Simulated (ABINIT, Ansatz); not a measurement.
## KZnF3 (Pm-3m): the empty states on the mesh step of ABINIT by different routes

Which options change the time, and which the result? The test case is KZnF3 (Pm-3m).

Method: LDA and many-body steps on it, plane waves, in ABINIT 10.8.3.

### Step 1. The starting structure

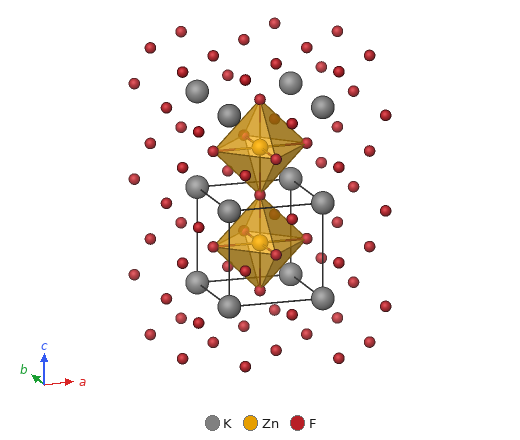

Start, viewed slightly off an axis; potassium grey, zinc orange, fluorine red. 1×1×2 cells are drawn. Some periodic images of atoms are drawn too.

The cell and positions come from the Crystallography Open Database and are kept as given unless a step says otherwise.

### Step 2. Base

This step: ABINIT 10.8.3; DFT, LDA, plane waves, norm-conserving pseudopotentials.

The sums over transitions need many empty states on a uniform mesh; this step solves for them.

File run.abi:

```
acell 3*1.0 Angstrom
rprim 
  4.050000000000 0.000000000000 0.000000000000
  0.000000000000 4.050000000000 0.000000000000
  0.000000000000 0.000000000000 4.050000000000
ntypat 3
znucl 19 30 9
natom 5
typat 1 2 3 3 3
xred 
  0.000000000000 0.000000000000 0.000000000000
  0.500000000000 0.500000000000 0.500000000000
  0.500000000000 0.500000000000 0.000000000000
  0.000000000000 0.500000000000 0.500000000000
  0.500000000000 0.000000000000 0.500000000000
pp_dirpath "pseudos"
pseudos "K.upf, Zn.upf, F.upf"
ecut 36
ngkpt 2 2 2
nshiftk 1
shiftk 0 0 0
kptopt 1
chksymbreak 0
iscf -2
irdden 1
istwfk *1
nband 81
nbdbuf 6
tolwfr 1e-09
nstep 60
prtvol 0
indata_prefix "in"
outdata_prefix "out"
tmpdata_prefix "tmp"
```

Started as:

```bash
> OMP_NUM_THREADS=1 mpirun -n 56 abinit run.abi > log
```

Numbers of over 12 decimals in the logs are rounded to 6 here.

What it wrote:

```text
.Version 10.8.3 of ABINIT. v10.8.2 released Aug 2026.

 Symmetries : space group Pm -3 m (#221); Bravais cP (primitive cubic)
[... echo of the input left out ...]
== DATASET  1 ==================================================================
-   mpi_nproc: 56, omp_nthreads: 1 (-1 if OMP is not activated)
-    --> not optimal distribution: autoparal keyword recommended in input file <--

--- !DatasetInfo
iteration_state: {dtset: 1, }
dimensions: {natom: 5, nkpt: 4, mband: 81, nsppol: 1, nspinor: 1, nspden: 1, mpw: 4680, }
cutoff_energies: {ecut:  36.0, pawecutdg:  -1.0, }
electrons: {nelect:   5.00000000E+01, charge:   0.00000000E+00, occopt:   1.00000000E+00, tsmear:   1.00000000E-02, }

 Real(R)+Recip(G) space primitive vectors, cartesian coordinates (Bohr,Bohr^-1):
 R(1)=  7.6533908  0.0000000  0.0000000  G(1)=  0.1306610  0.0000000  0.0000000
 R(2)=  0.0000000  7.6533908  0.0000000  G(2)=  0.0000000  0.1306610  0.0000000
 R(3)=  0.0000000  0.0000000  7.6533908  G(3)=  0.0000000  0.0000000  0.1306610
 Unit cell volume ucvol=  4.4829270E+02 bohr^3
 Angles (23,13,12)=  9.00000000E+01  9.00000000E+01  9.00000000E+01 degrees

 getcut: wavevector=  0.0000  0.0000  0.0000  ngfft=  45  45  45
         ecut(hartree)=     36.000   => boxcut(ratio)=   2.12854

--- Pseudopotential description ------------------------------------------------
- K Generated using ONCVPSP code by D. R. Hamann
- 19.00000   9.00000  180309                  znucl, zion, pspdat
12 -1012 2 -1 2170                            pspcod,pspxc,lmax,lloc,mmax
     nproj     2     2     2
  pspatm : epsatm=    8.21740868
         --- l  ekb(1:nproj) -->
             0   10.940065    0.829722
             1    4.437415    0.568178
             2   -3.386874   -1.066382
 pspatm: atomic psp has been read  and splines computed

- Zn Generated using ONCVPSP code by D. R. Hamann
- 30.00000  20.00000  180309                  znucl, zion, pspdat
12 -1012 2 -1 1296                            pspcod,pspxc,lmax,lloc,mmax
     nproj     2     2     2
  pspatm : epsatm=   26.73031766
         --- l  ekb(1:nproj) -->
[...]
pspatm: atomic psp has been read  and splines computed

- F Generated using ONCVPSP code by D. R. Hamann
-  9.00000   7.00000  201202                  znucl, zion, pspdat
12 -1012 2 -1 824                             pspcod,pspxc,lmax,lloc,mmax
     nproj     2     2     1
  pspatm : epsatm=    4.94580260
         --- l  ekb(1:nproj) -->
[...]
2   -2.364936
 pspatm: atomic psp has been read  and splines computed

--------------------------------------------------------------------------------

================================================================================
 prteigrs : about to open file out_EIG
 Non-SCF case, kpt    1 (  0.00000  0.00000  0.00000), residuals and eigenvalues=
  3.05E-10  3.43E-10  2.78E-10  4.93E-10  2.56E-10  1.85E-10  2.41E-10  8.66E-10
  2.42E-10  4.66E-10  8.70E-10  1.32E-10  1.93E-10  3.56E-10  2.36E-10  4.82E-10
  8.49E-10  1.16E-10  4.08E-10  1.43E-10  5.03E-10  7.13E-10  1.80E-10  2.24E-10
[...]
9.10E-05
 -4.4103E+00 -2.7429E+00 -2.7429E+00 -2.7429E+00 -9.1364E-01 -7.1437E-01
 -6.8987E-01 -6.8987E-01 -3.1435E-01 -3.1435E-01 -3.1435E-01 -9.1184E-02
 -9.1184E-02 -9.1184E-02 -7.2252E-02 -7.2252E-02 -7.2252E-02 -5.9117E-02
[...]
1.6293E+00  1.6293E+00  1.6293E+00  1.6342E+00  1.6342E+00  1.6689E+00
  1.6689E+00  1.6689E+00  1.6881E+00  1.6881E+00  1.6881E+00  1.7336E+00
[...]
prteigrs : prtvol=0 or 1, do not print more k-points.

--- !ResultsGS
iteration_state: {dtset: 1, }
comment   : Summary of ground state results
lattice_vectors:
- [  7.6533908,   0.0000000,   0.0000000, ]
- [  0.0000000,   7.6533908,   0.0000000, ]
- [  0.0000000,   0.0000000,   7.6533908, ]
lattice_lengths: [   7.65339,    7.65339,    7.65339, ]
lattice_angles: [ 90.000,  90.000,  90.000, ] # degrees, (23, 13, 12)
lattice_volume:   4.4829270E+02
convergence: {deltae:  0.000E+00, res2:  0.000E+00, residm:  9.830E-10, diffor:  0.000E+00, }
etotal    :  -3.12792339E+02
entropy   :   0.00000000E+00
fermie    :   5.79883345E-02
cartesian_stress_tensor: null
pressure_GPa: null
xred      :
- [  0.0000E+00,   0.0000E+00,   0.0000E+00,  K]
- [  5.0000E-01,   5.0000E-01,   5.0000E-01, Zn]
- [  5.0000E-01,   5.0000E-01,   0.0000E+00,  F]
- [  0.0000E+00,   5.0000E-01,   5.0000E-01,  F]
- [  5.0000E-01,   0.0000E+00,   5.0000E-01,  F]
cartesian_forces: null
force_length_stats: {min: null, max: null, mean: null, }

 Integrated electronic density in atomic spheres:
 ------------------------------------------------
 Atom  Sphere_radius  Integrated_density
[...]
================================================================================

 ----iterations are completed or convergence reached----

 Mean square residual over all n,k,spin=   43.586E-11; max=  98.300E-11
 reduced coordinates (array xred) for    5 atoms
[...]
0.000000000000      0.500000000000      0.500000000000
       0.500000000000      0.000000000000      0.500000000000

 cartesian coordinates (angstrom) at end:
    1      0.000000     0.000000     0.000000
    2      2.025000     2.025000     2.025000
    3      2.025000     2.025000     0.000000
    4      0.000000     2.025000     2.025000
    5      2.025000     0.000000     2.025000
 length scales=  1.889726125908  1.889726125908  1.889726125908 bohr
              =  1.000000000000  1.000000000000  1.000000000000 angstroms
 prteigrs : about to open file out_EIG
 Eigenvalues (hartree) for nkpt=   4  k points:
 kpt#   1, nband= 81, wtk=  0.12500, kpt=  0.0000  0.0000  0.0000 (reduced coord)
[...]
1.51328    1.51573    1.62931    1.62931    1.62931    1.63419    1.63419    1.66888
   1.66888    1.66888    1.68807    1.68807    1.68807    1.73358    1.76262    1.76262
   1.76281
 prteigrs : prtvol=0 or 1, do not print more k-points.

== END DATASET(S) ==============================================================
================================================================================

 -outvars: echo values of variables after computation  --------
            nband          81
             nkpt           4
          spgroup         221
 [... the other variables as echoed above ...]

 Calculation completed.
```

Run time: 21 s. Hardware: 56 MPI ranks of Arm Neoverse N1, host not shared; peak memory 3.2 GiB; 19 min of CPU time.

Numbers from this step:

```yaml
gap: 3.736 eV
k_of_the_valence_top: 0.5, 0.5, 0.5
k_of_the_conduction_bottom: 0, 0, 0
least_direct_gap: 5.433 eV
k_points_computed: 4
lowest_point_of_the_top_converged_band_above_the_valence_top: 43.59 eV
```

On this mesh the gap is 3.736 eV.

The density comes from a self-consistent run that is not shown.

### Step 3. Ranks (8 × 1)

run.abi is that of step 2.

Started as:

```bash
> OMP_NUM_THREADS=1 mpirun -n 8 abinit run.abi > log
```

What it wrote:

```text
.Version 10.8.3 of ABINIT. v10.8.2 released Aug 2026.

 Symmetries : space group Pm -3 m (#221); Bravais cP (primitive cubic)
[... echo of the input left out ...]
== DATASET  1 ==================================================================
-   mpi_nproc: 8, omp_nthreads: 1 (-1 if OMP is not activated)
-    --> not optimal distribution: autoparal keyword recommended in input file <--

--- !DatasetInfo
iteration_state: {dtset: 1, }
dimensions: {natom: 5, nkpt: 4, mband: 81, nsppol: 1, nspinor: 1, nspden: 1, mpw: 4680, }
cutoff_energies: {ecut:  36.0, pawecutdg:  -1.0, }
[...]
1.51328    1.51573    1.62931    1.62931    1.62931    1.63419    1.63419    1.66888
   1.66888    1.66888    1.68807    1.68807    1.68807    1.73358    1.76262    1.76262
   1.76281
 prteigrs : prtvol=0 or 1, do not print more k-points.

== END DATASET(S) ==============================================================
================================================================================

 -outvars: echo values of variables after computation  --------
            nband          81
             nkpt           4
          spgroup         221
 [... the other variables as echoed above ...]

 Calculation completed.
```

Wall time 21 s (8 MPI ranks); peak memory 0.52 GiB; 2.8 min of CPU time.

Numbers from this step:

| Quantity | Value |
| --- | --- |
| gap | 3.736 eV |
| k of the valence top | 0.5, 0.5, 0.5 |
| k of the conduction bottom | 0, 0, 0 |
| least direct gap | 5.433 eV |
| k points computed | 4 |
| lowest point of the top converged band, above the valence top | 43.59 eV |

On this mesh the gap is 3.736 eV.

### Step 4. Ranks (16 × 1)

run.abi is that of step 3.

Started as:

```bash
> OMP_NUM_THREADS=1 mpirun -n 16 abinit run.abi > log
```

What it wrote:

```text
.Version 10.8.3 of ABINIT. v10.8.2 released Aug 2026.

 Symmetries : space group Pm -3 m (#221); Bravais cP (primitive cubic)
[... echo of the input left out ...]
== DATASET  1 ==================================================================
-   mpi_nproc: 16, omp_nthreads: 1 (-1 if OMP is not activated)
-    --> not optimal distribution: autoparal keyword recommended in input file <--

--- !DatasetInfo
iteration_state: {dtset: 1, }
dimensions: {natom: 5, nkpt: 4, mband: 81, nsppol: 1, nspinor: 1, nspden: 1, mpw: 4680, }
cutoff_energies: {ecut:  36.0, pawecutdg:  -1.0, }
[...]
1.51328    1.51573    1.62931    1.62931    1.62931    1.63419    1.63419    1.66888
   1.66888    1.66888    1.68807    1.68807    1.68807    1.73358    1.76262    1.76262
   1.76281
 prteigrs : prtvol=0 or 1, do not print more k-points.

== END DATASET(S) ==============================================================
================================================================================

 -outvars: echo values of variables after computation  --------
            nband          81
             nkpt           4
          spgroup         221
 [... the other variables as echoed above ...]

 Calculation completed.
```

The job ended after 21 s (16 MPI ranks; peak memory 0.96 GiB).

This step gave:

```
gap                                                           : 3.736 eV
k of the valence top                                          : 0.5, 0.5, 0.5
k of the conduction bottom                                    : 0, 0, 0
least direct gap                                              : 5.433 eV
k points computed                                             : 4
lowest point of the top converged band, above the valence top : 43.59 eV
```

On this mesh the gap is 3.736 eV.

### Step 5. LOBPCG

run.abi: that of step 4 with these lines changed.

```diff
@@ -31,2 +31,7 @@
 prtvol 0
+wfoptalg 114
+paral_kgb 1
+np_spkpt 4
+npband 1
+npfft 1
 indata_prefix "in"
```

Started as:

```bash
> OMP_NUM_THREADS=1 mpirun -n 4 abinit run.abi > log
```

What it wrote:

```text
.Version 10.8.3 of ABINIT. v10.8.2 released Aug 2026.

 Symmetries : space group Pm -3 m (#221); Bravais cP (primitive cubic)
[... echo of the input left out ...]
== DATASET  1 ==================================================================
-   mpi_nproc: 4, omp_nthreads: 1 (-1 if OMP is not activated)

--- !DatasetInfo
iteration_state: {dtset: 1, }
dimensions: {natom: 5, nkpt: 4, mband: 81, nsppol: 1, nspinor: 1, nspden: 1, mpw: 4680, }
cutoff_energies: {ecut:  36.0, pawecutdg:  -1.0, }
[...]
1.51328    1.51573    1.62931    1.62931    1.62931    1.63419    1.63419    1.66888
   1.66888    1.66888    1.68807    1.68807    1.68807    1.73358    1.76262    1.76262
   1.76263
 prteigrs : prtvol=0 or 1, do not print more k-points.

== END DATASET(S) ==============================================================
================================================================================

 -outvars: echo values of variables after computation  --------
            nband          81
             nkpt           4
          spgroup         221
 [... the other variables as echoed above ...]

 Calculation completed.
```

Elapsed: 22 s, on 4 MPI ranks; peak memory 0.53 GiB; 89 s of CPU time.

This step gave:

```yaml
gap: 3.736 eV
k_of_the_valence_top: 0.5, 0.5, 0.5
k_of_the_conduction_bottom: 0, 0, 0
least_direct_gap: 5.433 eV
k_points_computed: 4
lowest_point_of_the_top_converged_band_above_the_valence_top: 43.59 eV
```

On this mesh the gap is 3.736 eV.

### Step 6. Chebyshev filtering

run.abi: that of step 5 with these lines changed.

```diff
@@ -31,3 +31,3 @@
 prtvol 0
-wfoptalg 114
+wfoptalg 111
 paral_kgb 1
```

What it wrote:

```text
.Version 10.8.3 of ABINIT. v10.8.2 released Aug 2026.

 Symmetries : space group Pm -3 m (#221); Bravais cP (primitive cubic)
[... echo of the input left out ...]
== DATASET  1 ==================================================================
-   mpi_nproc: 4, omp_nthreads: 1 (-1 if OMP is not activated)

--- !DatasetInfo
iteration_state: {dtset: 1, }
dimensions: {natom: 5, nkpt: 4, mband: 81, nsppol: 1, nspinor: 1, nspden: 1, mpw: 4680, }
cutoff_energies: {ecut:  36.0, pawecutdg:  -1.0, }
[...]
1.51328    1.51573    1.62931    1.62931    1.62931    1.63419    1.63419    1.66888
   1.66888    1.66888    1.68807    1.68807    1.68807    1.73358    1.76266    1.76274
   1.76355
 prteigrs : prtvol=0 or 1, do not print more k-points.

== END DATASET(S) ==============================================================
================================================================================

 -outvars: echo values of variables after computation  --------
            nband          81
             nkpt           4
          spgroup         221
 [... the other variables as echoed above ...]

 Calculation completed.
```

The job ended after 94 s (4 MPI ranks; peak memory 0.43 GiB).

This step gave:

* gap: 3.736 eV
* k of the valence top: 0.5, 0.5, 0.5
* k of the conduction bottom: 0, 0, 0
* least direct gap: 5.433 eV
* k points computed: 4
* lowest point of the top converged band, above the valence top: 43.59 eV

On this mesh the gap is 3.736 eV.

### Step 7. Line minimisations

run.abi: that of step 6 with these lines changed.

```diff
@@ -31,7 +31,3 @@
 prtvol 0
-wfoptalg 111
-paral_kgb 1
-np_spkpt 4
-npband 1
-npfft 1
+nline 8
 indata_prefix "in"
```

Started as:

```bash
> OMP_NUM_THREADS=1 mpirun -n 56 abinit run.abi > log
```

What it wrote:

```text
.Version 10.8.3 of ABINIT. v10.8.2 released Aug 2026.

 Symmetries : space group Pm -3 m (#221); Bravais cP (primitive cubic)
[... echo of the input left out ...]
== DATASET  1 ==================================================================
-   mpi_nproc: 56, omp_nthreads: 1 (-1 if OMP is not activated)
-    --> not optimal distribution: autoparal keyword recommended in input file <--

--- !DatasetInfo
iteration_state: {dtset: 1, }
dimensions: {natom: 5, nkpt: 4, mband: 81, nsppol: 1, nspinor: 1, nspden: 1, mpw: 4680, }
cutoff_energies: {ecut:  36.0, pawecutdg:  -1.0, }
[...]
1.51328    1.51573    1.62931    1.62931    1.62931    1.63419    1.63419    1.66888
   1.66888    1.66888    1.68807    1.68807    1.68807    1.73358    1.76262    1.76262
   1.76263
 prteigrs : prtvol=0 or 1, do not print more k-points.

== END DATASET(S) ==============================================================
================================================================================

 -outvars: echo values of variables after computation  --------
            nband          81
             nkpt           4
          spgroup         221
 [... the other variables as echoed above ...]

 Calculation completed.
```

Run time: 19 s. Hardware: 56 MPI ranks; peak memory 3.2 GiB.

This step gave:

- gap: 3.736 eV
- k of the valence top: 0.5, 0.5, 0.5
- k of the conduction bottom: 0, 0, 0
- least direct gap: 5.433 eV
- k points computed: 4
- lowest point of the top converged band, above the valence top: 43.59 eV

On this mesh the gap is 3.736 eV.

(Continued in part 2 of 2.)

[Paths, hosts, dates, memory and timing lines, banners, echoed tables and standing remarks are left out of the program output.]

[Logs are printed without paths, hosts, clocks, repeated set-up lines and the standing remarks that a program may print on its own settings, such as how far it seeks lower states.]

[Runs of the session that timed out or met a known fault of the program may be left out.]

[Hosts, paths, dates, database ids (printed as entryN), source tags and the programs' standing remarks are cut or masked in the printed files.]

[G0W0 gaps are taken among the corrected bands and points alone; a level outside them can change the order at an edge.]

[Where Ansatz stands beside ABINIT at settings called matched, ABINIT's density can come from a denser mesh and the files from another edition; pairs whose starting gaps differed by over 0.03 eV were left out, so agreement reads better than it is.]
